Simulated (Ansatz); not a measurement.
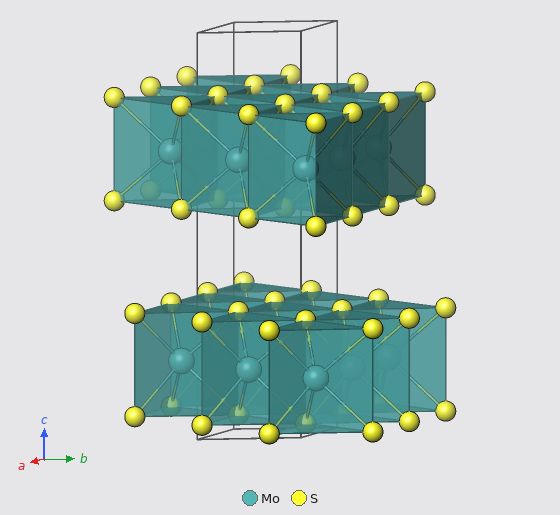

Polyhedra are drawn about Mo (bonds: Mo–S below 2.7 Å); other atoms are plain spheres.

System MoS₂ (space group P6_3/mmc, No. 194); source of the atomic positions: the input geometry of an electronic-structure calculation (not necessarily at equilibrium).

What figure surrounds each Mo atom, and what does it share with the other drawn polyhedra?

Mo: MoS6 trigonal prism, sharing edges with six neighbours.

What is the connectivity of the polyhedra: isolated, groups, chains, layers or framework?

They form layers of edge-sharing trigonal prisms parallel to (001).

How far apart are the centres of linked polyhedra?

Centre to centre across a shared edge: 3.17 Å.
